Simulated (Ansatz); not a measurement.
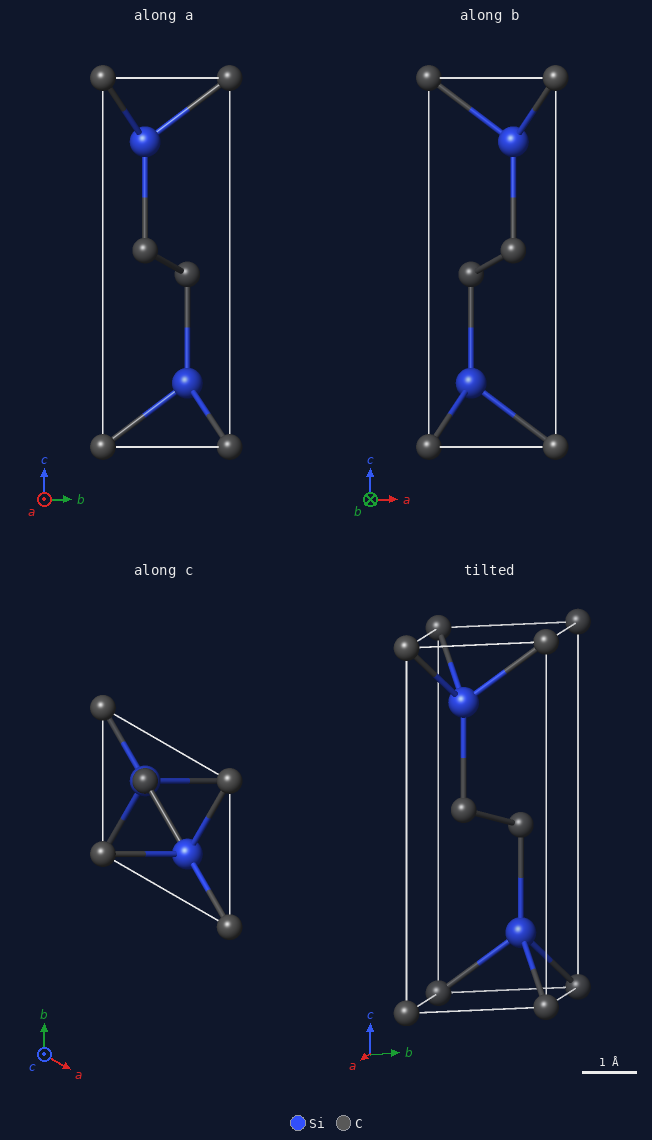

This ball-and-stick model is shown along the a axis, along the b axis, along the c axis and slightly off an axis. The conventional unit cell is drawn as a box.

Lattice parameters: a = 2.719 Å, b = 2.719 Å, c = 6.861 Å, α = 90.00°, β = 90.00°, γ = 120.00°. Put a along x and b in the xy plane.

### Reconstruct the structure as a POSCAR file, with free fractional coordinates to two decimals.

```
Si C
1.0
     2.719    0.000    0.000
    -1.360    2.355    0.000
     0.000    0.000    6.861
Si C
2 3
Direct
  0.3333 0.6667 0.17
  0.6667 0.3333 0.83
  0.3333 0.6667 0.47
  0.6667 0.3333 0.53
  0.00 0.00 0.00
```

It derives from a structure type filled with these elements by a generator (whether the compound takes this form wasn't checked). The structure drawn was relaxed with DFT PBE, scalar-relativistic, plane waves, PAW (Ansatz).
